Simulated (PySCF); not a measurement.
SMILES S[SiH2][CH2][GeH3] (CH8GeSSi) at its GFN2-xTB optimised geometry (Å):

```
12

S      2.4098    -2.0777    -0.0473
Si     1.6794    -0.0503     0.0000
C     -0.2154    -0.0503     0.0000
Ge    -0.9126     1.7861     0.0000
H      1.6627    -2.5449     0.9413
H      2.2026     0.5790     1.2122
H      2.2404     0.5273    -1.2136
H     -0.5926    -0.5791    -0.8759
H     -0.6002    -0.5763     0.8747
H     -0.4275     2.5449    -1.1913
H     -0.4588     2.5270     1.2160
H     -2.4098     1.8102    -0.0172
```

Method: B3LYP/def2-TZVP (PySCF 2.14.0). Cells within 0.4 Å of a nucleus heavier than hydrogen are left out (blank, or x).

Map of the LUMO amplitude (bohr^(-3/2)) on the plane z = 0.0 Å; orbital energy -0.03 eV, overall sign arbitrary:

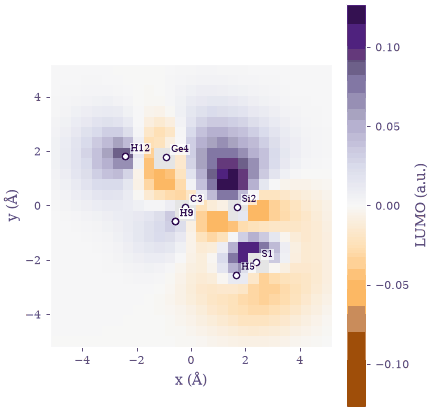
Fig. 1. LUMO amplitude (bohr^(-3/2)) on the plane z = 0.0 Å.
